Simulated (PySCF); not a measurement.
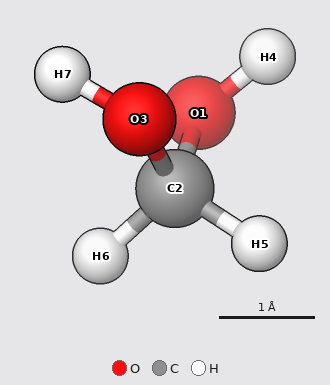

Figure 1. The structure (ball-and-stick view, seen at a tilt; atoms are numbered from 1 in the order of the input).

**What a change does: NMR shielding calculation on CH$_{4}$O$_{2}$**

System: CH$_{4}$O$_{2}$.
Method of run 1: GIAO PBE/pcSseg-2 NMR shielding, non-relativistic, gas phase (PySCF 2.14.0).

The geometry comes from this level: PBE0-D3(BJ)/def2-SVP. Text and figures count atoms from 1; the logs count them from 0 in places.

**Input file, run 1**
```
{"job": {"kind": "nmr", "xc": "PBE", "basis": "pcSseg-2", "pop": false}, "charge": 0, "multiplicity": 1}
O     -1.059183     0.434810     0.299621
C     -0.113362    -0.511906    -0.073719
O      1.159899     0.021257    -0.232319
H     -1.096903     1.096664    -0.401350
H     -0.354943    -0.988568    -1.042190
H     -0.149302    -1.288112     0.713418
H      1.424885     0.393084     0.617450
```

The first line tells a small driver script what to run in PySCF; the rest is the geometry in Å.

Hardware: 4 threads of Intel Xeon @ 2.50GHz (Skylake/Cascade Lake), 189 GiB of memory available, shared host.

**Output (run 1)**
```
coarse grid: 5744 points
cycle   1  E = -190.6813819597  dE =  3.754e-01  |g| = 9.408e-01  |ddm| = 1.626e+00
cycle   2  E = -190.2176257590  dE =  4.638e-01  |g| = 1.822e+00  |ddm| = 1.705e+00
cycle   3  E = -190.8336330925  dE = -6.160e-01  |g| = 8.919e-02  |ddm| = 1.305e+00
cycle   4  E = -190.8350375980  dE = -1.405e-03  |g| = 2.826e-02  |ddm| = 6.581e-02
cycle   5  E = -190.8351869072  dE = -1.493e-04  |g| = 1.269e-02  |ddm| = 2.659e-02
cycle   6  E = -190.8352215360  dE = -3.463e-05  |g| = 1.565e-03  |ddm| = 7.629e-03
cycle   7  E = -190.8352219782  dE = -4.422e-07  |g| = 3.447e-04  |ddm| = 1.357e-03
final grid: 55112 points
cycle   8  E = -190.8267760691  dE = -8.835e-05  |g| = 1.115e-02  |ddm| = 2.434e-02
cycle   9  E = -190.8267284884  dE =  4.758e-05  |g| = 1.978e-02  |ddm| = 1.303e-02
cycle  10  E = -190.8267982477  dE = -6.976e-05  |g| = 1.351e-03  |ddm| = 8.662e-03
cycle  11  E = -190.8267985612  dE = -3.134e-07  |g| = 4.945e-04  |ddm| = 1.086e-03
cycle  12  E = -190.8267986119  dE = -5.075e-08  |g| = 3.958e-05  |ddm| = 3.187e-04
cycle  13  E = -190.8267986121  dE = -1.996e-10  |g| = 1.915e-05  |ddm| = 3.285e-05
converged SCF energy = -190.8267986121

GIAO shielding tensors (ppm)
atom      isotropic    diamagn.    paramagn.     s11        s22        s33       span
  0 O      224.797     385.038    -160.241    159.836    249.628    264.926    105.090
  1 C       85.151     235.953    -150.802     53.138     95.587    106.728     53.590
  2 O      224.817     385.038    -160.221    159.691    249.706    265.054    105.362
  3 H       29.922      31.393      -1.471     23.794     26.789     39.183     15.390
  4 H       26.200      28.546      -2.346     21.565     26.640     30.393      8.827
  5 H       26.200      28.546      -2.346     21.562     26.644     30.394      8.832
  6 H       29.931      31.401      -1.470     23.805     26.798     39.190     15.385
```

Run 2 used a changed input.

**The two runs side by side**

| quantity | run 1 | run 2 |
| --- | --- | --- |
| outcome | converged | converged |
| total energy (hartree) | −190.826799 | −190.828283 |
| HOMO (eV) | −6.63 | −8.33 |
| LUMO (eV) | −0.25 | 0.53 |
| dipole moment (D) | 0.27 | 0.24 |
| shielding of O1 (ppm) | 224.8 | 237.9 |
| shielding of C2 (ppm) | 85.2 | 93.6 |
| shielding of O3 (ppm) | 224.8 | 237.9 |
| shielding of H4 (ppm) | 29.9 | 29.8 |
| shielding of H5 (ppm) | 26.2 | 26.5 |
| shielding of H6 (ppm) | 26.2 | 26.5 |
| shielding of H7 (ppm) | 29.9 | 29.8 |
| SCF iterations | 13 | 12 |
| basis functions | 164 | 164 |
| wall time (shared host) | 12 s | 10 s |

Which change of the input explains these differences?

The change (lines with − go, lines with + come):
```diff
-"xc": "PBE"
+"xc": "PBE0"
```

The total energies belong to different methods, so their difference says nothing on which is more stable or more accurate. The HOMO goes from −6.63 to −8.33 eV. The LUMO goes from −0.25 to 0.53 eV. The dipole moment goes from 0.27 to 0.24 D. Of all shieldings, the largest change is that of O1 and O3, by +13.1 ppm. The functional changes from PBE to PBE0. Exact exchange removes part of the self-interaction error of semilocal functionals, which pushes filled and empty levels apart. The SCF takes 12 iterations against 13.

**Output (run 2)**
```
coarse grid: 5744 points
cycle   1  E = -190.7227096964  dE =  3.525e-01  |g| = 8.074e-01  |ddm| = 1.615e+00
cycle   2  E = -190.6106485955  dE =  1.121e-01  |g| = 1.141e+00  |ddm| = 9.606e-01
cycle   3  E = -190.8345783461  dE = -2.239e-01  |g| = 4.725e-02  |ddm| = 5.869e-01
cycle   4  E = -190.8349576589  dE = -3.793e-04  |g| = 9.464e-03  |ddm| = 2.851e-02
cycle   5  E = -190.8349730191  dE = -1.536e-05  |g| = 3.470e-03  |ddm| = 8.389e-03
cycle   6  E = -190.8349754313  dE = -2.412e-06  |g| = 6.533e-04  |ddm| = 2.109e-03
final grid: 55112 points
cycle   7  E = -190.8282725458  dE = -5.787e-05  |g| = 7.531e-03  |ddm| = 1.754e-02
cycle   8  E = -190.8282654993  dE =  7.046e-06  |g| = 9.871e-03  |ddm| = 7.094e-03
cycle   9  E = -190.8282826263  dE = -1.713e-05  |g| = 6.290e-04  |ddm| = 4.135e-03
cycle  10  E = -190.8282826893  dE = -6.303e-08  |g| = 2.474e-04  |ddm| = 4.629e-04
cycle  11  E = -190.8282827017  dE = -1.245e-08  |g| = 2.099e-05  |ddm| = 1.442e-04
cycle  12  E = -190.8282827018  dE = -6.622e-11  |g| = 4.182e-06  |ddm| = 1.395e-05
converged SCF energy = -190.8282827018

GIAO shielding tensors (ppm)
atom      isotropic    diamagn.    paramagn.     s11        s22        s33       span
  0 O      237.859     385.079    -147.220    174.313    261.441    277.824    103.510
  1 C       93.569     235.472    -141.903     63.806    102.247    114.654     50.848
  2 O      237.877     385.080    -147.203    174.171    261.525    277.934    103.762
  3 H       29.833      31.175      -1.342     23.180     26.539     39.780     16.600
  4 H       26.512      28.448      -1.936     21.906     26.838     30.790      8.884
  5 H       26.512      28.448      -1.936     21.904     26.841     30.792      8.888
  6 H       29.842      31.182      -1.341     23.191     26.547     39.787     16.597
```
